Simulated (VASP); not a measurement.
Band structure of Al$_{12}$W (sg204). All values below come from PBEsol GGA, VASP's PBE PAW potentials (set 64) (plane waves; VASP).

Unless said otherwise, spin-orbit coupling is left out, though it shifts the bands of the heavy elements here.

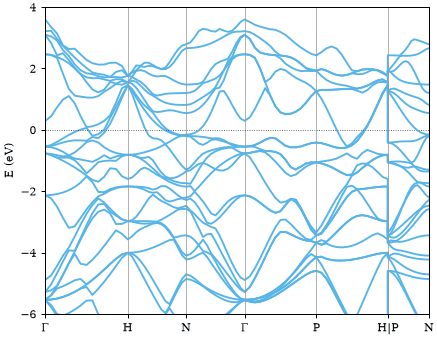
Fig. 1. Bands along high-symmetry lines, zero at the valence-band maximum or, without a gap, the Fermi level

Question: Read the plot: is there a gap, and where are the band edges?

Answer: It has no gap at this level: it comes out as a metal or semimetal. (Edges off the drawn lines would not show.)

The compound is Al12W in the sg204 structure. It was relaxed first.
